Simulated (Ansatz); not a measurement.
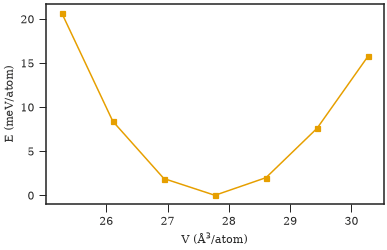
SnS in space group P4_2/mmc (No. 131; Sn on 2c, S on 2e) under volume change, DFT-PBE in the program Ansatz with PAW potentials, shape and atoms relaxed at each volume.

### Question
What does a third-order Birch–Murnaghan fit give for V₀, B₀ and B′?

### Answer
V₀ = 27.72 Å³/atom, B₀ = 25.4 GPa, B′ = 5.4.

A made-up cell: these elements were put on the sites of a structure type; neither database checked (COD, Materials Project) lists it. It is not the phase usual at ambient conditions (space group No. 62). The PBE relaxation kept the symmetry of its start; its stability against distortions is not shown here. Scalar-relativistic: spin–orbit coupling is off unless named, which matters more the heavier the elements.

Potentials: the later of the program's two PAW sets.
